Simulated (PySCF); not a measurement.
# C₃H₈N₂Si: electronic excitations and core binding energies

Wanted: the electronic excitations and core binding energies of C₃H₈N₂Si (`C[C@@H](C#N)[SiH2]N`), by calculation.

The runs use PySCF 2.14.0, with density-fitted response routines of our own; the level of theory stands in each step. All values are computed, except where a source is named. Atoms are numbered from 0 throughout.

**1. Starting geometry**

14 atoms, charge 0, multiplicity 1; geometry from: GFN2-xTB.

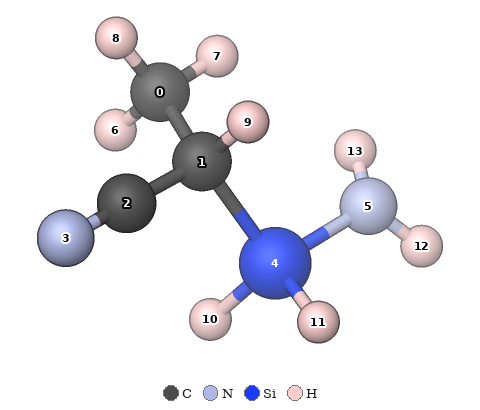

The starting geometry (carbon dark grey, nitrogen light blue, silicon blue, hydrogen pink), atoms numbered; sticks join atoms by distance.

**2. TDDFT and polarisability: wB97X-D/def2-SVPD**

Job settings and geometry (Å):

```
{"job": {"kind": "uv", "xc": "wB97X-D", "basis": "def2-SVPD", "nstates": 8, "ntriplets": 3}, "charge": 0, "multiplicity": 1}
C      1.002507     1.131238     0.558928
C      0.788867    -0.110823    -0.310022
C      1.757989    -1.107229     0.023789
N      2.518329    -1.911862     0.317440
Si    -0.959145    -0.887107    -0.113897
N     -2.036547     0.340721    -0.655990
H      0.835103     0.899038     1.609026
H      0.315407     1.920822     0.262397
H      2.019906     1.507191     0.452411
H      0.938799     0.153977    -1.361503
H     -1.101191    -1.321484     1.282866
H     -1.119982    -2.002906    -1.041222
H     -3.010104     0.109487    -0.763504
H     -1.950617     1.278466    -0.297819
```

Level: TDDFT wB97X-D/def2-SVPD, vertical, gas phase, core orbitals frozen in the response.

Run with:

```sh
> OMP_NUM_THREADS=1 python probes_run.py task.json out
```

This one command runs all jobs of the session in turn.

What it wrote:

```text
coarse grid: 11968 points
cycle   1  E = -517.6564963545  dE =  6.495e-01  |g| = 5.866e-01  |ddm| = 4.722e+00
cycle   2  E = -517.5946053352  dE =  6.189e-02  |g| = 8.395e-01  |ddm| = 1.817e+00
cycle   3  E = -517.7435456781  dE = -1.489e-01  |g| = 8.508e-02  |ddm| = 1.012e+00
cycle   4  E = -517.7448640735  dE = -1.318e-03  |g| = 4.690e-02  |ddm| = 1.459e-01
cycle   5  E = -517.7453497735  dE = -4.857e-04  |g| = 7.766e-03  |ddm| = 1.152e-01
cycle   6  E = -517.7453663767  dE = -1.660e-05  |g| = 1.859e-03  |ddm| = 2.698e-02
cycle   7  E = -517.7453676229  dE = -1.246e-06  |g| = 5.146e-04  |ddm| = 1.314e-02
final grid: 110512 points
cycle   8  E = -517.8130595961  dE = -6.032e-05  |g| = 6.485e-03  |ddm| = 1.302e-01
cycle   9  E = -517.8130571044  dE =  2.492e-06  |g| = 7.579e-03  |ddm| = 1.792e-02
cycle  10  E = -517.8130686335  dE = -1.153e-05  |g| = 1.280e-03  |ddm| = 1.028e-02
cycle  11  E = -517.8130689651  dE = -3.316e-07  |g| = 4.276e-04  |ddm| = 2.509e-03
cycle  12  E = -517.8130690139  dE = -4.880e-08  |g| = 9.863e-05  |ddm| = 1.454e-03
cycle  13  E = -517.8130690168  dE = -2.911e-09  |g| = 2.442e-05  |ddm| = 4.699e-04
cycle  14  E = -517.8130690171  dE = -3.054e-10  |g| = 7.980e-06  |ddm| = 1.902e-04
converged SCF energy = -517.8130690171

Static polarisability (au): isotropic 72.682, principal 61.202 70.822 86.024

Singlet excitations
state   eV       nm        f      main configurations
  1   6.6983    185.1   0.02287   H->L 0.88
  2   7.4890    165.6   0.00748   H->L+1 0.47, H-1->L+3 0.11, H-1->L 0.09
  3   7.5493    164.2   0.00645   H->L+3 0.20, H->L+1 0.20, H-1->L+3 0.11
  4   7.8246    158.5   0.00863   H-1->L 0.23, H-1->L+2 0.21, H->L+2 0.13
  5   8.0926    153.2   0.00450   H-2->L+2 0.42, H-2->L 0.15, H-2->L+5 0.09
  6   8.2525    150.2   0.01381   H-1->L+1 0.55, H->L+2 0.11, H-1->L+3 0.09
  7   8.3120    149.2   0.01125   H->L+3 0.39, H->L+5 0.25
  8   8.3699    148.1   0.01920   H->L+2 0.56, H-1->L+1 0.12, H-1->L 0.09

Triplet excitations (Tamm-Dancoff, eV): 6.3957 6.5134 7.0352
```

It took 57 s on 1 thread of Arm Neoverse N1, shared host; peak memory 0.82 GiB.

Frontier orbitals and where they lie:

```
orbital      eV                        atoms
 HOMO−3  -12.00    N3 50 %, C2 16 %, Si4 8 %
 HOMO−2  -11.19    N3 44 %, C2 32 %, C1 10 %
 HOMO−1  -10.49    N3 26 %, C1 18 %, C2 17 %
   HOMO   -9.81   N5 56 %, Si4 14 %, H10 9 %
   LUMO    1.60  Si4 28 %, N5 12 %, H13 10 %
 LUMO+1    2.12   Si4 20 %, C2 14 %, C0 12 %
 LUMO+2    2.58   Si4 31 %, N3 17 %, C2 12 %
```

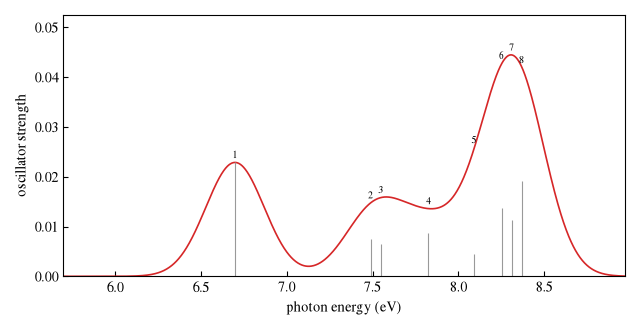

Absorption spectrum from the 8 singlet states computed; above the last one it falls off for lack of states. Lines are broadened to a width of 0.40 eV (Gaussian).

Ground-state properties from the same run:

```
           property  computed
  dipole moment (D)      5.16
polarisability (Å³)     10.77
 HOMO–LUMO gap (eV)     11.41
      −ε(HOMO) (eV)      9.81
```

**3. Core-electron binding energies: SCAN, X2C**

Same as in step 2 but for these lines:

```diff
@@ -1,2 +1,2 @@
-{"job": {"kind": "uv", "xc": "wB97X-D", "basis": "def2-SVPD", "nstates": 8, "ntriplets": 3}, "charge": 0, "multiplicity": 1}
+{"job": {"kind": "xps"}, "charge": 0, "multiplicity": 1}
 C      1.002507     1.131238     0.558928
```

Method: delta-SCF UKS SCAN, pcX-2 on the ionised atom, pcseg-1 elsewhere, spin-free X2C.

What it wrote:

```text
ground state, core basis on atom 0 (C), 159 functions
  cycle   1  E = -518.53610277  |g| = 6.46e-01
  cycle   2  E = -518.32359235  |g| = 1.14e+00
  cycle   3  E = -518.60869121  |g| = 3.28e-01
  cycle   4  E = -518.63307304  |g| = 7.41e-02
  cycle   5  E = -518.63428903  |g| = 2.48e-02
  cycle   6  E = -518.63444292  |g| = 6.42e-03
  cycle   7  E = -518.63445249  |g| = 2.28e-03
  cycle   8  E = -518.63445554  |g| = 7.40e-04
  cycle   9  E = -518.63445426  |g| = 1.23e-04
  E(ground) = -518.67697350 Eh
hole in C 1s of atom 0
  cycle   1  E = -507.36933572  |g| = 1.51e+00
  cycle   2  E = -506.66329702  |g| = 1.83e+00
  cycle   3  E = -507.80161686  |g| = 5.35e-01
  cycle   4  E = -507.75392037  |g| = 6.08e-01
  cycle   5  E = -507.92796336  |g| = 7.56e-02
  cycle   6  E = -507.93036472  |g| = 2.06e-02
  cycle   7  E = -507.93057478  |g| = 6.08e-03
  cycle   8  E = -507.93059500  |g| = 2.92e-03
  cycle   9  E = -507.93060015  |g| = 1.20e-03
  cycle  10  E = -507.93060168  |g| = 6.92e-04
  cycle  11  E = -507.93060262  |g| = 3.36e-04
  E(ion) = -507.97203758 Eh   <S^2> = 0.7682   hole on atom = 1.000   binding energy = 291.296 eV
ground state, core basis on atom 1 (C), 159 functions
  cycle   1  E = -518.63642933  |g| = 5.96e-02
  cycle   2  E = -518.63635973  |g| = 2.77e-02
  cycle   3  E = -518.63635092  |g| = 2.89e-02
  cycle   4  E = -518.63649739  |g| = 1.52e-02
  cycle   5  E = -518.63655231  |g| = 8.35e-04
  cycle   6  E = -518.63655164  |g| = 1.42e-04
  E(ground) = -518.67960243 Eh
hole in C 1s of atom 1
  cycle   1  E = -507.35046809  |g| = 1.52e+00
  cycle   2  E = -506.05607566  |g| = 2.22e+00
  cycle   3  E = -507.57966787  |g| = 8.68e-01
  cycle   4  E = -507.77214461  |g| = 5.76e-01
  cycle   5  E = -507.92123942  |g| = 9.78e-02
  cycle   6  E = -507.92468442  |g| = 3.39e-02
  cycle   7  E = -507.92516747  |g| = 1.23e-02
  cycle   8  E = -507.92523901  |g| = 4.49e-03
  cycle   9  E = -507.92525322  |g| = 1.56e-03
  cycle  10  E = -507.92525824  |g| = 8.38e-04
  cycle  11  E = -507.92526079  |g| = 4.33e-04
  E(ion) = -507.96693784 Eh   <S^2> = 0.7679   hole on atom = 1.000   binding energy = 291.506 eV
ground state, core basis on atom 2 (C), 159 functions
  cycle   1  E = -518.63907196  |g| = 5.90e-02
  cycle   2  E = -518.63883267  |g| = 3.83e-02
  cycle   3  E = -518.63839299  |g| = 5.83e-02
  cycle   4  E = -518.63913713  |g| = 9.10e-03
  cycle   5  E = -518.63915867  |g| = 4.62e-04
  cycle   6  E = -518.63915882  |g| = 2.14e-04
  E(ground) = -518.68456356 Eh
hole in C 1s of atom 2
  cycle   1  E = -507.36854929  |g| = 1.51e+00
  cycle   2  E = -504.00709113  |g| = 2.56e+00
  cycle   3  E = -507.34975752  |g| = 9.90e-01
  cycle   4  E = -507.69932566  |g| = 7.24e-01
  cycle   5  E = -507.85919989  |g| = 3.48e-01
  cycle   6  E = -507.90458306  |g| = 1.36e-01
  cycle   7  E = -507.91449796  |g| = 2.46e-02
  cycle   8  E = -507.91487548  |g| = 1.00e-02
  cycle   9  E = -507.91498509  |g| = 5.34e-03
  cycle  10  E = -507.91503448  |g| = 3.40e-03
  cycle  11  E = -507.91506586  |g| = 1.48e-03
  cycle  12  E = -507.91507250  |g| = 5.92e-04
  cycle  13  E = -507.91507321  |g| = 3.16e-04
  E(ion) = -507.95831794 Eh   <S^2> = 0.8075   hole on atom = 1.000   binding energy = 291.876 eV
ground state, core basis on atom 3 (N), 159 functions
  cycle   1  E = -518.64902043  |g| = 7.59e-02
  cycle   2  E = -518.64808491  |g| = 7.16e-02
  cycle   3  E = -518.64792784  |g| = 7.61e-02
  cycle   4  E = -518.64916448  |g| = 8.61e-03
  cycle   5  E = -518.64918295  |g| = 7.43e-04
  cycle   6  E = -518.64918424  |g| = 1.72e-04
  E(ground) = -518.69075530 Eh
hole in N 1s of atom 3
  cycle   1  E = -503.07642158  |g| = 1.84e+00
  cycle   2  E = -499.85513633  |g| = 2.68e+00
  cycle   3  E = -503.20731049  |g| = 1.03e+00
  cycle   4  E = -503.66477322  |g| = 5.37e-01
  cycle   5  E = -503.74217459  |g| = 3.13e-01
  cycle   6  E = -503.77974306  |g| = 7.01e-02
  cycle   7  E = -503.78268551  |g| = 1.76e-02
  cycle   8  E = -503.78290217  |g| = 7.33e-03
  cycle   9  E = -503.78296108  |g| = 4.12e-03
  cycle  10  E = -503.78298473  |g| = 2.75e-03
  cycle  11  E = -503.78299292  |g| = 1.54e-03
  cycle  12  E = -503.78299319  |g| = 3.72e-04
  E(ion) = -503.82446005 Eh   <S^2> = 0.7995   hole on atom = 1.000   binding energy = 404.532 eV
ground state, core basis on atom 4 (Si), 170 functions
  cycle   1  E = -518.73367550  |g| = 2.88e-01
  cycle   2  E = -518.73374653  |g| = 4.08e-02
  cycle   3  E = -518.73362575  |g| = 3.84e-02
  cycle   4  E = -518.73374666  |g| = 2.70e-02
  cycle   5  E = -518.73391129  |g| = 3.09e-03
  cycle   6  E = -518.73391211  |g| = 5.49e-04
  cycle   7  E = -518.73391347  |g| = 1.18e-04
  E(ground) = -518.73507312 Eh
hole in Si 1s of atom 4
  cycle   1  E = -449.79243596  |g| = 4.35e+00
  cycle   2  E = -449.86700075  |g| = 2.15e+00
  cycle   3  E = -450.34000707  |g| = 9.73e-01
  cycle   4  E = -450.62932014  |g| = 6.78e-01
  cycle   5  E = -450.80738165  |g| = 2.94e-01
  cycle   6  E = -450.84784683  |g| = 5.95e-02
  cycle   7  E = -450.84897509  |g| = 3.30e-02
  cycle   8  E = -450.84949701  |g| = 6.49e-03
  cycle   9  E = -450.84951556  |g| = 2.93e-03
  cycle  10  E = -450.84951961  |g| = 7.40e-04
  cycle  11  E = -450.84951931  |g| = 1.57e-04
  E(ion) = -450.85809478 Eh   <S^2> = 0.7521   hole on atom = 1.000   binding energy = 1847.027 eV
hole in Si 2p of atom 4
  cycle   1  E = -514.45306913  |g| = 1.24e+00
  cycle   2  E = -514.29126485  |g| = 1.14e+00
  cycle   3  E = -514.67600486  |g| = 4.51e-01
  cycle   4  E = -514.74098789  |g| = 2.80e-01
  cycle   5  E = -514.77284495  |g| = 8.96e-02
  cycle   6  E = -514.77634806  |g| = 3.12e-02
  cycle   7  E = -514.77680123  |g| = 6.55e-03
  cycle   8  E = -514.77681934  |g| = 2.52e-03
  cycle   9  E = -514.77682264  |g| = 6.97e-04
  cycle  10  E = -514.77682309  |g| = 2.46e-04
  E(ion) = -514.78932407 Eh   <S^2> = 0.7519   hole on atom = 1.003   binding energy = 107.369 eV
  2p3/2 = 107.181 eV   2p1/2 = 107.805 eV
ground state, core basis on atom 5 (N), 159 functions
  cycle   1  E = -518.64893472  |g| = 7.68e-02
  cycle   2  E = -518.64886716  |g| = 3.28e-02
  cycle   3  E = -518.64877164  |g| = 3.99e-02
  cycle   4  E = -518.64907079  |g| = 1.51e-02
  cycle   5  E = -518.64912175  |g| = 3.10e-03
  cycle   6  E = -518.64912443  |g| = 3.46e-04
  E(ground) = -518.69013109 Eh
hole in N 1s of atom 5
  cycle   1  E = -503.06722366  |g| = 1.86e+00
  cycle   2  E = -502.00349289  |g| = 2.19e+00
  cycle   3  E = -503.60365317  |g| = 5.63e-01
  cycle   4  E = -503.58641028  |g| = 5.94e-01
  cycle   5  E = -503.73882421  |g| = 2.30e-01
  cycle   6  E = -503.76417373  |g| = 3.58e-02
  cycle   7  E = -503.76479630  |g| = 7.44e-03
  cycle   8  E = -503.76482416  |g| = 3.93e-03
  cycle   9  E = -503.76483239  |g| = 1.42e-03
  cycle  10  E = -503.76483386  |g| = 5.05e-04
  cycle  11  E = -503.76483430  |g| = 1.69e-04
  E(ion) = -503.80427991 Eh   <S^2> = 0.7641   hole on atom = 1.000   binding energy = 405.065 eV
```

Wall time 2.8 min (1 thread of Arm Neoverse N1, shared host); peak memory 0.63 GiB.

Binding energies by hole, beside the orbital energy of the ground state; the difference holds orbital relaxation and, for a density functional, its self-interaction error:

```
       hole  stands for                          environment  ΔSCF (eV; 2p as the shell's mean)  −ε (eV)   ⟨S²⟩
  C1s on C0          C0                        methyl carbon                             291.30    274.2  0.768
  C1s on C1          C1  sp3 CH bonded to Si, α to a nitrile                             291.51    274.8  0.768
  C1s on C2          C2                       nitrile carbon                             291.88    274.3  0.807
  N1s on N3          N3                     nitrile nitrogen                             404.53    385.6  0.799
Si1s on Si4         Si4          silicon bonded to C, N, 2 H                            1847.03   1793.8  0.752
Si2p on Si4         Si4          silicon bonded to C, N, 2 H                             107.39     96.6  0.752
  N1s on N5          N5           nitrogen bonded to Si, 2 H                             405.06    385.9  0.764
```

With the spin-orbit splitting: Si4 2p3/2 107.18, 2p1/2 107.81 eV. The table gives each 2p level as the mean over the whole 2p shell (two parts 2p3/2, one part 2p1/2), which differs a little from the single hole in the log.

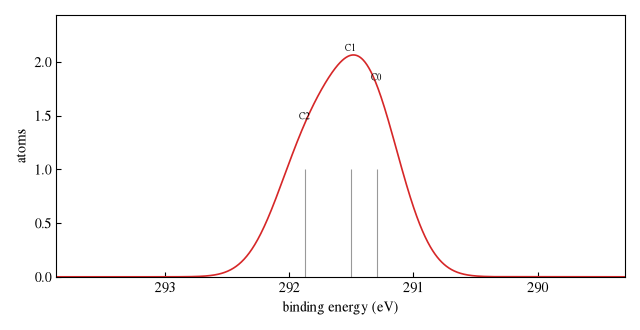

The C1s photoelectron lines, weighted by the number of atoms. Lines are broadened to a width of 0.60 eV (Gaussian).

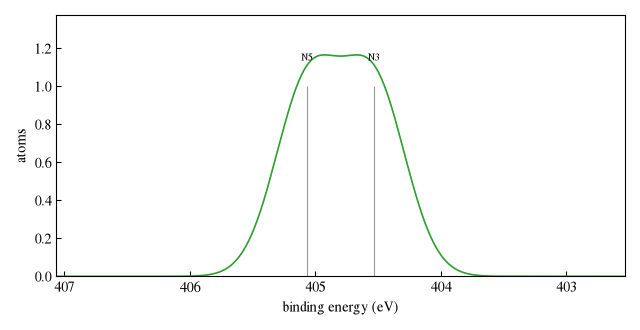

The N1s photoelectron lines, weighted by the number of atoms. Lines are broadened to a width of 0.60 eV (Gaussian).

**4. Results**

| quantity | value |
| --- | --- |
| lowest singlet (wB97X-D/def2-SVPD) | 6.70 eV (185 nm), f = 0.023 |
| lowest triplet | 6.40 eV |
| C1s binding energies, SCAN/pcX-2 | C2 291.88, C1 291.51, C0 291.30 eV |
| N1s binding energies, SCAN/pcX-2 | N5 405.06, N3 404.53 eV |
| Si1s binding energies, SCAN/pcX-2 | Si4 1847.03 eV |
| Si2p binding energies, SCAN/pcX-2 | Si4 107.39 eV |

In words: The lowest singlet, at 6.70 eV, is HOMO→LUMO 0.88 and is weak. The lowest triplet lies 0.30 eV below the lowest singlet (triplets in Tamm-Dancoff, singlets in full TDDFT). C2 (nitrile carbon) binds its C1s electron 0.58 eV more tightly than C0 (methyl carbon). N5 (nitrogen bonded to Si, 2 H) binds its N1s electron 0.53 eV more tightly than N3 (nitrile nitrogen).
